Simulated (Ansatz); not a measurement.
## What CsBiSe3 (model cell, started as cubic perovskite with Bi in the octahedra) distorts into

Which phase does CsBiSe3 (model cell, started as cubic perovskite with Bi in the octahedra) fall into along its unstable mode, and how much energy does it gain?

Main program and level: Ansatz 0.2.0; DFT PBE, scalar-relativistic, plane waves, PAW; PAW set soft_1.

The structure was built from a prototype and need not be the compound's stable phase.

### Step 1. Set-up

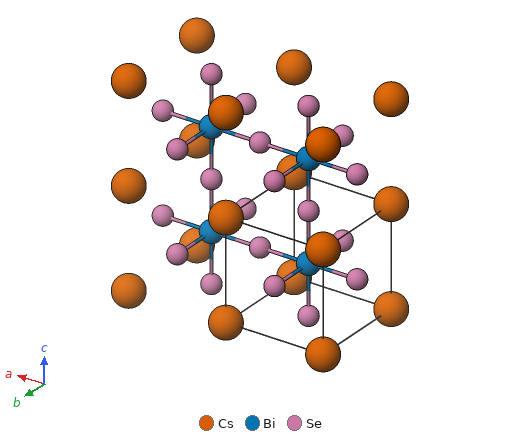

The starting structure, seen from a free direction (caesium orange, bismuth blue, selenium pink). 2×1×2 cells are drawn. Some periodic images of atoms are drawn too.

### Step 2. Phonons on a q mesh

The cell comes from relaxations at this level that are not shown. Stability and thermal properties need the whole zone. Linear response on a 2×2×2 q mesh gives force constants as far as a supercell of that size would.

input.yaml

```yaml
crystal:
  lattice:
    - [5.6457865512, 0.0, 0.0]
    - [0.0, 5.6457865512, 0.0]
    - [0.0, 0.0, 5.6457865512]
  atoms:
    - { symbol: Cs, position: [0.0, 0.0, 0.0] }
    - { symbol: Bi, position: [0.5, 0.5, 0.5] }
    - { symbol: Se, position: [0.5, 0.5, 0.0] }
    - { symbol: Se, position: [0.5, 0.0, 0.5] }
    - { symbol: Se, position: [0.0, 0.5, 0.5] }
kpoints:
  mp_grid: { grid: [6, 6, 6] }
hamiltonian:
  xc: pbe
  pseudopotentials: { kind: paw, azcp: { folder: soft_1 } }
scf:
  occupations: { method: methfessel_paxton, width: 0.2 }
output:
  eigenvalues: true
phonons:
  method: dfpt
  qmesh: [2, 2, 2]
  temperatures: { t_max: 1000, t_step: 50 }
  qpath:
    path:
      - [[0.0, 0.0, 0.0], [0.0, 0.5, 0.0], [0.5, 0.5, 0.0], [0.0, 0.0, 0.0], [0.5, 0.5, 0.5], [0.0, 0.5, 0.0]]
      - [[0.5, 0.5, 0.5], [0.5, 0.5, 0.0]]
    npoints: 10
```

Command:

```sh
$ ansatz run input.yaml --threads 4 --pin off --max-ram 16384MiB --backend cpu --events-out ev --progress --plain --runs-dir out
```

Numbers of over 12 decimals in the logs are rounded to 6 here.

The program printed:

```text
Engine: ansatz 0.2.0, aarch64-unknown-linux-gnu
Pseudopotentials: kind: paw
Pseudopotential: Cs, paw, valence charge 9, recommended cutoff 420 eV (normal), soft_1/Cs.paw.azcp
Pseudopotential: Bi, paw, valence charge 15, recommended cutoff 420 eV (normal), soft_1/Bi.paw.azcp
Pseudopotential: Se, paw, valence charge 16, recommended cutoff 420 eV (normal), soft_1/Se.paw.azcp
Functional definition: PBE
  parameter kappa = 0.804
  parameter beta = 0.066725
  exchange = pbe_x(kappa = kappa, mu = beta*pi^2/3)
  correlation = pbe_c(beta = beta)
Crystal: 5 atoms, lattice volume = 179.959 Å³
Basis set: ecut = 420 eV, 3575 PW (Γ), exchange–correlation on 80×80×80 points (8 copies of the dense FFT grid, shifted against one another)
Bands: 44, of which v1, the nominal top of the filled ones, is band 36 counted from 1 (35 counted from 0)
Symmetry: 48 space group operations
k-points: 20 of 216
Non-local potential: Cs, projectors of the file, l = 0: 3, l = 1: 2, l = 2: 2, l = 3: 2
Non-local potential: Bi, projectors of the file, l = 0: 2, l = 1: 2, l = 2: 2, l = 3: 1
Non-local potential: Se, projectors of the file, l = 0: 2, l = 1: 2, l = 2: 3, l = 3: 1
PAW form: soft (Blöchl's): semilocal exchange-correlation on the pseudo side does not see the compensation charge
PAW one-centre angular grid: Cs, 194 points (default); XC on 64 Gauss nodes
PAW one-centre angular grid: Bi, 590 points (default); XC on 64 Gauss nodes
PAW one-centre angular grid: Se, 590 points (default); XC on 64 Gauss nodes
Initial density: superposition of atomic densities (chi_scale 0.1, normalization cell, long waves kept (reshape's long-wave potential 0.00 eV rms))
Initial wavefunctions: pseudopotential atomic-orbital guess
Functional: x = pbe(κ = 0.804, μ = 0.219515), c = pbe(β = 0.066725)
SCF iter   1: F=—  HF=-34480.315058 eV  |F-HF|=—  |Δ(HF+E_count)|=         —  Δρ=2.70e-2  dr2=3.21e0  ethr=3.10e-3  ⟨swp⟩=8.2  Hψ=3745  notcnv=0
preconditioner: auto → LDOS  [metal: Δε(μ)=0.108 eV  Ē_g=9.644 eV  σ=0.200 eV  W_gap=0.41  n_scr=32 (ndim 8)  ℏωp=15.2 eV  f_vac=0.041  D(μ)=5.31/eV (n_scr^D=32)  β→1.0]
SCF iter   2: F=—  HF=-34478.871614 eV  |F-HF|=—  |Δ(HF+E_count)|=    1.44e0  S|Δr|=    0.00e0  Δρ=1.10e-2  dr2=1.86e-1  ethr=3.10e-3  ⟨swp⟩=3.6  Hψ=1610  notcnv=0  defer=37
SCF iter   3: F=—  HF=-34478.840844 eV  |F-HF|=—  |Δ(HF+E_count)|=   3.08e-2  S|Δr|=    0.00e0  Δρ=1.89e-3  dr2=1.48e-2  ethr=2.59e-4  ⟨swp⟩=2.1  Hψ=1740  notcnv=0  defer=36
SCF iter   4: F=—  HF=-34478.835888 eV  |F-HF|=—  |Δ(HF+E_count)|=   4.96e-3  S|Δr|=    0.00e0  Δρ=5.91e-4  dr2=9.99e-4  ethr=2.06e-5  ⟨swp⟩=2.1  Hψ=1720  notcnv=0  defer=33
SCF iter   5: F=—  HF=-34478.835310 eV  |F-HF|=—  |Δ(HF+E_count)|=   5.78e-4  S|Δr|=    0.00e0  Δρ=1.95e-4  dr2=7.28e-5  ethr=1.39e-6  ⟨swp⟩=2.0  Hψ=1564  notcnv=0  defer=33
SCF iter   6: F=—  HF=-34478.835361 eV  |F-HF|=—  |Δ(HF+E_count)|=   5.07e-5  S|Δr|=    0.00e0  Δρ=4.93e-5  dr2=6.26e-6  ethr=1.01e-7  ⟨swp⟩=2.0  Hψ=1144  notcnv=0  defer=33
SCF iter   7: F=—  HF=-34478.835361 eV  |F-HF|=—  |Δ(HF+E_count)|=   6.45e-7  S|Δr|=    0.00e0  Δρ=1.76e-5  dr2=9.23e-7  ethr=8.69e-9  ⟨swp⟩=2.0  Hψ=1144  notcnv=0  defer=33
SCF iter   8: F=—  HF=-34478.835361 eV  |F-HF|=—  |Δ(HF+E_count)|=   6.16e-8  S|Δr|=    0.00e0  Δρ=3.61e-6  dr2=3.36e-8  ethr=1.28e-9  ⟨swp⟩=2.2  Hψ=1278  notcnv=0  defer=33
SCF iter   9: F=—  HF=-34478.835361 eV  |F-HF|=—  |Δ(HF+E_count)|=   4.44e-9  S|Δr|=    0.00e0  Δρ=4.35e-7  dr2=4.52e-10  ethr=4.67e-11  ⟨swp⟩=2.1  Hψ=1213  notcnv=0  defer=33
SCF iter  10: F=—  HF=-34478.835361 eV  |F-HF|=—  |Δ(HF+E_count)|=  4.37e-11  S|Δr|=    0.00e0  Δρ=1.22e-7  dr2=1.89e-11  ethr=1.00e-12  ⟨swp⟩=2.1  Hψ=1257  notcnv=0  defer=33
SCF iter  11: F=-34478.835361 eV  HF=-34478.835361 eV  |F-HF|=1.46e-11  |Δ(HF+E_count)|=    0.00e0  S|Δr|=    0.00e0  Δρ=2.16e-8  dr2=5.99e-13  ethr=1.00e-12  ⟨swp⟩=13.5  Hψ=4569  notcnv=0
SCF 1 converged in 11 iterations: F = -34478.835361 eV  dr2 = 5.99e-13
  greatest PAW one-centre occupation: 1.000 electrons in one spin orbital (limit 2), on the Se atom at site 3 (counted from 0), in its partial waves of l = 2
Initial density: read from a saved state, or passed on in memory by an earlier SCF of this step, an earlier step, the calling program or the single point that the run made first
iter 1 solved again at ethr=9.71e-8 eV; its pass at ethr=3.10e-3 eV (dr2=6.99e-5 eV) is discarded
SCF iter   1: F=—  HF=-34478.835369 eV  |F-HF|=—  |Δ(HF+E_count)|=         —  Δρ=4.23e-7  dr2=7.83e-10  ethr=9.71e-8  ⟨swp⟩=3.1  Hψ=6117  notcnv=0
eigensolver tolerance schedule: the retry pair's looser diagonalisation over-reported the residual by 89277.62 of it (diagonalisation noise at an unbounded share of the residual, at the tolerance the schedule requests for it); recorded, not acted on — ethr = c·dr2/N_el stays at c = 1.0e-1
preconditioner: auto → LDOS  [metal: Δε(μ)=0.056 eV  Ē_g=9.798 eV  σ=0.200 eV  W_gap=0.23  n_scr=32 (ndim 8)  ℏωp=15.2 eV  f_vac=0.068  D(μ)=6.32/eV (n_scr^D=56)  β→1.0]
SCF iter   2: F=—  HF=-34478.835361 eV  |F-HF|=—  |Δ(HF+E_count)|=   7.23e-6  S|Δr|=    0.00e0  Δρ=3.69e-7  dr2=5.33e-10  ethr=1.09e-12  ⟨swp⟩=4.0  Hψ=2235  notcnv=0
SCF iter   3: F=—  HF=-34478.835361 eV  |F-HF|=—  |Δ(HF+E_count)|=  1.02e-10  S|Δr|=    0.00e0  Δρ=1.82e-7  dr2=1.43e-10  ethr=1.00e-12  ⟨swp⟩=1.2  Hψ=887  notcnv=0
SCF iter   4: F=—  HF=-34478.835361 eV  |F-HF|=—  |Δ(HF+E_count)|=  1.46e-11  S|Δr|=    0.00e0  Δρ=1.21e-7  dr2=6.51e-11  ethr=1.00e-12  ⟨swp⟩=1.0  Hψ=880  notcnv=0
SCF iter   5: F=—  HF=-34478.835361 eV  |F-HF|=—  |Δ(HF+E_count)|=  1.46e-11  S|Δr|=    0.00e0  Δρ=9.14e-8  dr2=3.74e-11  ethr=1.00e-12  ⟨swp⟩=1.0  Hψ=880  notcnv=0
SCF iter   6: F=—  HF=-34478.835361 eV  |F-HF|=—  |Δ(HF+E_count)|=  7.28e-12  S|Δr|=    0.00e0  Δρ=5.77e-8  dr2=1.49e-11  ethr=1.00e-12  ⟨swp⟩=1.0  Hψ=880  notcnv=0
SCF iter   7: F=-34478.835361 eV  HF=-34478.835361 eV  |F-HF|=7.28e-12  |Δ(HF+E_count)|=    0.00e0  S|Δr|=    0.00e0  Δρ=1.36e-8  dr2=8.15e-13  ethr=1.00e-12  ⟨swp⟩=3.9  Hψ=2053  notcnv=0
SCF 2 converged in 7 iterations: F = -34478.835361 eV  dr2 = 8.15e-13
phonons: the bands overlap, so this run is a metal and interpolates without the dipole-dipole term. If the crystal is really an insulator or semiconductor, its LO-TO splitting is missing
NSCF: frozen V_eff on 20 k-points
NSCF: frozen V_eff on 64 k-points
DFPT response loops at q = (0, 0, 0) (fractional): preconditioner auto → Kerker (q_TF=auto, 2.342 Å⁻¹) (partly filled bands, converged f_vac=0.068); β = 1.00, the filter's whole step (`scf.mixing.beta` (0.50) is not read by the response loops under this deck's `scf.mixing.preconditioner`; to damp them name `kerker` or `kerker_dos`, under which they read `scf.mixing.beta`, and type it under 1.00, their step now; both keys bind the ground state too); Broyden in place of MSR1
NSCF: frozen V_eff on 128 k-points
DFPT response loops at q = (0, 0, -0.5) (fractional): mixed as the last ones told, above
NSCF: frozen V_eff on 128 k-points
DFPT response loops at q = (0, -0.5, -0.5) (fractional): mixed as the last ones told, above
NSCF: frozen V_eff on 128 k-points
DFPT response loops at q = (-0.5, -0.5, -0.5) (fractional): mixed as the last ones told, above
SCF converged after 11 iterations
Stability not checked: this state was not tested for a lower state beside it, because cold or Methfessel-Paxton smearing, or corrected tetrahedra, fill the levels in a way that the test cannot read (fill_not_monotonic; see scf.lower_state_search)
Free energy (F): -34478.835361 eV
Harris-Foulkes:  -34478.835361 eV  (|F-HF|=1.46e-11)
Internal energy: -34478.842832 eV  (E = F + TS)
E sigma→0 (E₀):  -34478.837229 eV
Entropy (-TS):   0.007471 eV (1.494 meV/atom)
Fermi energy:    5.032437 eV
--- Per-component energies (eV) ---
  E_band       = -1457.286348
  E_kinetic    = 725.400531
  E_local      = -11359.784104  (includes V_loc(G=0)·N_el)
  E_nonlocal   = -630.179106
  E_hartree    = 5605.610093
  E_xc         = -584.401833
  E_vxc        = -536.938790  (∫ρ·V_xc dr)
  E_paw        = -22114.291725  (= ΣΔE_a)
  E_vpaw       = -867.004175  (= ΣTr[D̂ρ^β])
  E_aug_tail   = -0.000905  (compensation charges beyond the density's cutoff)
  E_ewald      = -6121.195783
  E_smearing   = 0.007471  (= −TS)
  E_closure    = -0.000000  (closes the sum)
  Σ components = -34478.835361   (vs F -34478.835361, Δ=0.00e0)
--- Band table (eV; the first three rows and the last of 20) ---
  k-point 0: bands = [... 32 lower, 4.6057, 4.6057, 4.8014, 4.8014, 4.8014, 9.2108, 9.8159, 9.8159, ... 4 higher]
  k-point 1: bands = [... 32 lower, 4.5338, 4.5338, 4.6855, 4.7381, 4.7381, 9.5940, 10.0325, 10.1287, ... 4 higher]
  k-point 2: bands = [... 32 lower, 4.3811, 4.3811, 4.6088, 4.6332, 4.6332, 8.5966, 10.4868, 10.6302, ... 4 higher]
  k-point 19: bands = [... 32 lower, 4.3220, 5.4516, 5.4516, 5.4516, 6.0528, 6.0528, 6.0528, 6.2749, ... 4 higher]
--- Phonons (Γ-DFPT): 4 representative perturbations + reference (Σ response iterations 13) ---
  ASR residual: 4.270e-5 → 0.000e0 eV/Å²; symmetrization residual: 2.800e-5 eV/Å²
  ASR residual per site (eV/Å²): 2.14e-5 3.27e-5 4.27e-5 4.27e-5 4.27e-5
  Γ frequencies (cm⁻¹): -47.96 -47.96 -47.96 -5.51 -5.51 -5.51 0.00 0.00 0.00 49.79 49.79 49.79 70.11 70.11 70.11
--- Phonons (arbitrary-q DFPT): 4 irreducible q on the 2×2×2 mesh ---
  q = [0.0000, 0.0000, 0.0000] (star 1, of the zone-centre solve; hermiticity 4.90e-5, symmetrization 5.36e-11): -47.96 -47.96 -47.96 -5.51 -5.51 -5.51 -0.00 0.00 0.00 49.79 49.79 49.79 70.11 70.11 70.11
  q = [0.0000, 0.0000, -0.5000] (star 3, 9 solved perturbations in 504 linear systems a pass and spin channel, the states on 64 of 216 k-point pairs; hermiticity 1.38e-5, symmetrization 1.53e-11): -55.88 -53.10 -42.42 -42.42 -38.09 -38.09 25.26 25.26 42.53 43.98 43.98 74.79 74.79 88.22 141.64
  q = [0.0000, -0.5000, -0.5000] (star 3, 9 solved perturbations in 504 linear systems a pass and spin channel, the states on 64 of 216 k-point pairs; hermiticity 1.70e-5, symmetrization 6.32e-11): -58.64 -58.64 -38.91 -38.91 -36.69 6.35 18.49 38.59 44.88 44.88 68.68 87.02 87.02 132.72 145.67
  q = [-0.5000, -0.5000, -0.5000] (star 1, 4 solved perturbations in 184 linear systems a pass and spin channel, the states on 64 of 216 k-point pairs; hermiticity 6.93e-7, symmetrization 7.47e-11): -48.80 -48.80 -48.80 21.02 21.02 21.02 46.01 46.01 46.01 85.48 85.48 85.48 135.05 135.05 145.94
  sum rule: each row above includes the acoustic sum rule's correction from the zone centre's row sums; it moved no ω² by more than (0.38 cm⁻¹)²
  mesh force constants: q→R imaginary residual 3.31e-18; ASR residual 4.270e-5 → 0.000e0 eV/Å²; symmetrization residual 2.665e-15 eV/Å²
  interpolated dispersion: 62 rows × 15 modes
  density of states and harmonic sums: on the 12×12×12 q-mesh, interpolated from the force constants of a 2×2×2 supercell (no non-analytic term)
  largest difference from the sums on the solved wave vectors: F 1.37e-1 eV, S 1.53e-4 and C_V 2.39e-5 eV/K
  zero-point energy: 0.039280 eV/cell   skipped modes (ω ≤ 0): 480, of them read as no rigid motion or as one in doubt: 477 (5.813e0 modes/cell left out, lowest -58.64 cm⁻¹)   left out of the sums: 3.88e-1 of the cell's modes: C_V's classical limit lies that fraction below 3 k_B per atom; for a crystal, a wire or a layer, F and S can be off by more, and a phonons.interpolated_qmesh denser along its periods is the remedy for the sampling
```

Elapsed: 6.1 min, on 4 threads of Arm Neoverse V1, shared host; peak memory 1.7 GiB.

Numbers from this step:

```
volume per atom                                         : 35.99 Å³
gap on the k-mesh                                       : 0 eV
sum-rule residual before enforcement                    : 4.27e-5 eV/Å²
lowest frequency on the path                            : -58.64 cm⁻¹
point group                                             : m-3m
highest frequency on the path or at a solved wavevector : 145.9 cm⁻¹
highest optical mode at the zone centre (no LO-TO term) : 70.11 cm⁻¹
lowest optical zone-centre mode                         : -47.96 cm⁻¹
lowest mode on the q mesh (acoustic modes at Γ apart)   : -58.64 cm⁻¹
```

Frequencies (cm⁻¹) solved at each irreducible wavevector; negative means imaginary. Frequencies by wavevector, by row:

| q in reciprocal lattice units | star | mode 1 | mode 2 | mode 3 | mode 4 | mode 13 | mode 14 | mode 15 |
| --- | --- | --- | --- | --- | --- | --- | --- | --- |
| 0 0 0 | 1 | -48 | -48 | -48 | -5.5 | 70.1 | 70.1 | 70.1 |
| 0 0 -0.5 | 3 | -55.9 | -53.1 | -42.4 | -42.4 | 74.8 | 88.2 | 141.6 |
| 0 -0.5 -0.5 | 3 | -58.6 | -58.6 | -38.9 | -38.9 | 87 | 132.7 | 145.7 |
| -0.5 -0.5 -0.5 | 1 | -48.8 | -48.8 | -48.8 | 21 | 135.1 | 135.1 | 145.9 |

Interpolated from a 2×2×2 q mesh. Phonon branches along the path, in cm⁻¹:

| point | branch 1 | branch 2 | branch 3 | branch 4 | branch 12 | branch 13 | branch 14 | branch 15 |
| --- | --- | --- | --- | --- | --- | --- | --- | --- |
| Γ | -48 | -48 | -48 | -6 | 50 | 70 | 70 | 70 |
| X | -56 | -53 | -42 | -42 | 75 | 75 | 88 | 142 |
| M | -59 | -59 | -39 | -39 | 87 | 87 | 133 | 146 |
| Γ | -48 | -48 | -48 | -6 | 50 | 70 | 70 | 70 |
| R | -49 | -49 | -49 | 21 | 86 | 135 | 135 | 146 |
| X | -56 | -53 | -42 | -42 | 75 | 75 | 88 | 142 |
| jump to R | -49 | -49 | -49 | 21 | 86 | 135 | 135 | 146 |
| M | -59 | -59 | -39 | -39 | 87 | 87 | 133 | 146 |

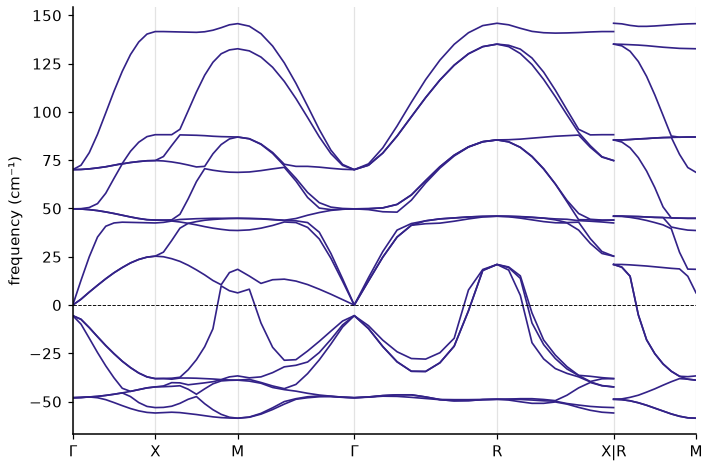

Phonon branches along the path.

Symmetry leaves 4 wavevectors to solve. The lowest mode among them, the acoustic zeros apart, lies at q = (0, -0.5, -0.5) and is imaginary, 58.6i cm⁻¹, so the energy falls along it.

### Step 3. The mode frozen in, largest atomic shift 0 Å

The mode followed lies at q = (0, -0.5, -0.5) with frequency 58.6i cm⁻¹ and is 2-fold degenerate, the softest among the wavevectors solved. At small amplitude the distorted cell has space group no. 10 by a symmetry search on the positions. The undistorted cell that holds it gives the zero of energy on the same k mesh.

System of this step: CsBiSe3 (model cell, started as cubic perovskite with Bi in the octahedra). Symmetry: Pm-3m, No. 221, cubic system. Conventional cell: a = 5.646 Å, b = 5.646 Å, c = 5.646 Å, α = 90.00°, β = 90.00°, γ = 90.00°. Nearest to Cs lie 12 Se at 3.99 Å. Bi has 6 Se at 2.82 Å nearest. Nearest to Se lie 2 Bi at 2.82 Å and 4 Cs at 3.99 Å. Nearest to Se lie 2 Bi at 2.82 Å and 4 Cs at 3.99 Å. Farther neighbours and most contacts between anions are not listed.

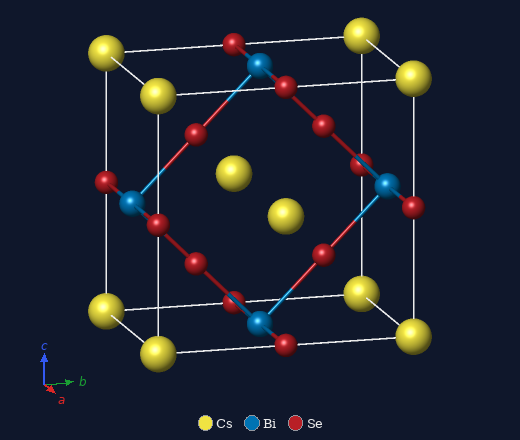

The cell of this step (caesium yellow, bismuth blue, selenium red). Some periodic images of atoms are drawn too.

input.yaml, the sections that differ from step 2:

```yaml
crystal:
  lattice:
    - [-5.6457865512, 0.0, 0.0]
    - [0.0, -5.6457865512, -5.6457865512]
    - [0.0, -5.6457865512, 5.6457865512]
  atoms:
    - { symbol: Cs, position: [1.0, 1.0, 0.0] }
    - { symbol: Cs, position: [1.0, 0.5, 0.5] }
    - { symbol: Bi, position: [0.5, 0.0, 0.5] }
    - { symbol: Bi, position: [0.5, 0.5, 0.0] }
    - { symbol: Se, position: [0.5, 0.25, 0.25] }
    - { symbol: Se, position: [0.5, 0.75, 0.75] }
    - { symbol: Se, position: [0.5, 0.75, 0.25] }
    - { symbol: Se, position: [0.5, 0.25, 0.75] }
    - { symbol: Se, position: [1.0, 0.0, 0.5] }
    - { symbol: Se, position: [1.0, 0.5, 0.0] }
output:
  forces: true
  stress: true
  eigenvalues: true
# kpoints, hamiltonian, scf: as in step 2
# phonons: removed
```

The program printed:

```text
[...]
Crystal: 10 atoms, lattice volume = 359.918 Å³
Basis set: ecut = 420 eV, 7107 PW (Γ), exchange–correlation on 80×108×108 points (8 copies of the dense FFT grid, shifted against one another)
Bands: 87, of which v1, the nominal top of the filled ones, is band 72 counted from 1 (71 counted from 0)
Symmetry: 32 space group operations
[...]
k-points: 40 of 216
[...]
k-point 0: bands = [... 68 lower, 4.6065, 4.7991, 4.7991, 4.8015, 5.4194, 5.6097, 6.8311, 6.8311, ... 11 higher]
  k-point 1: bands = [... 68 lower, 4.6082, 4.7009, 4.7644, 4.8114, 5.2074, 5.3210, 7.2968, 7.4360, ... 11 higher]
  k-point 2: bands = [... 68 lower, 4.5717, 4.6127, 4.6584, 4.7696, 4.8722, 5.1573, 8.2940, 8.4839, ... 11 higher]
  k-point 39: bands = [... 68 lower, 4.3157, 4.3157, 5.4164, 5.4164, 5.6028, 5.6028, 6.8262, 6.8262, ... 11 higher]
[key lines of the parts left out:]
SCF converged after 9 iterations
Free energy (F): -68957.671013 eV
Fermi energy:    5.026091 eV
P = ⅓ Tr σ = 0.1206 GPa (1.206 kbar)
```

Wall time 22 s (4 threads); peak memory 1.5 GiB; 85 s of CPU time.

Numbers from this step:

| Item | Value |
| --- | --- |
| pressure | 0.1206 GPa |
| energy from the undistorted cell | 0 meV/atom |

The run ends at a pressure of 0.12 GPa.

### Step 4. The mode frozen in, largest atomic shift 0.6 Å

The atoms are moved along the unstable eigenvector, the largest shift by 0.6 Å, with the cell fixed.

input.yaml, the sections that differ from step 3:

```yaml
crystal:
  lattice:
    - [-5.6457865512, 0.0, 0.0]
    - [0.0, -5.6457865512, -5.6457865512]
    - [0.0, -5.6457865512, 5.6457865512]
  atoms:
    - { symbol: Cs, position: [1.0, 1.0093257566, 0.0038197149] }
    - { symbol: Cs, position: [1.0, 0.4906742434, 0.4961802851] }
    - { symbol: Bi, position: [0.5, 0.0111775617, 0.4954218086] }
    - { symbol: Bi, position: [0.5, 0.4888224383, 0.0045781914] }
    - { symbol: Se, position: [0.5, 0.25, 0.25] }
    - { symbol: Se, position: [0.5, 0.75, 0.75] }
    - { symbol: Se, position: [0.5, 0.75, 0.25] }
    - { symbol: Se, position: [0.5, 0.25, 0.75] }
    - { symbol: Se, position: [1.0, -0.0695399891, 0.5284827216] }
    - { symbol: Se, position: [1.0, 0.5695399891, -0.0284827216] }
# kpoints, hamiltonian, scf, output: as in step 3
```

The program printed:

```text
[...]
Crystal: 10 atoms, lattice volume = 359.918 Å³
Basis set: ecut = 420 eV, 7107 PW (Γ), exchange–correlation on 80×108×108 points (8 copies of the dense FFT grid, shifted against one another)
Bands: 87, of which v1, the nominal top of the filled ones, is band 72 counted from 1 (71 counted from 0)
Symmetry: 4 space group operations
[...]
k-points: 80 of 216
[...]
k-point 0: bands = [... 68 lower, 4.6687, 4.7574, 4.9815, 5.0218, 5.4586, 5.8571, 6.4343, 6.7085, ... 11 higher]
  k-point 1: bands = [... 68 lower, 4.5997, 4.7811, 4.9188, 4.9713, 5.3517, 5.4154, 7.0051, 7.3760, ... 11 higher]
  k-point 2: bands = [... 68 lower, 4.5425, 4.8321, 4.8358, 4.8924, 5.0764, 5.2038, 8.0332, 8.4387, ... 11 higher]
  k-point 79: bands = [... 68 lower, 4.5284, 4.6198, 5.1949, 5.2938, 5.3292, 5.3782, 7.0179, 7.1851, ... 11 higher]
[key lines of the parts left out:]
SCF converged after 10 iterations
Free energy (F): -68957.797977 eV
Fermi energy:    5.106110 eV
P = ⅓ Tr σ = -0.1547 GPa (-1.547 kbar)
```

The job ended after 49 s (4 threads; peak memory 2 GiB).

Numbers from this step:

* pressure: -0.1547 GPa
* energy from the undistorted cell: -12.50 meV/atom

The energy, extrapolated to zero smearing, is -12.50 meV/atom against the undistorted cell.

The run ends at a pressure of -0.15 GPa, with forces up to 0.31 eV/Å.

[end of part 1 of 3]

[Logs are printed without paths, hosts, clocks, repeated set-up lines and the standing remarks that a program may print on its own settings, such as how far it seeks lower states.]

[Hosts, paths, dates, database ids (printed as entryN), source tags and the programs' standing remarks are cut or masked in the printed files.]
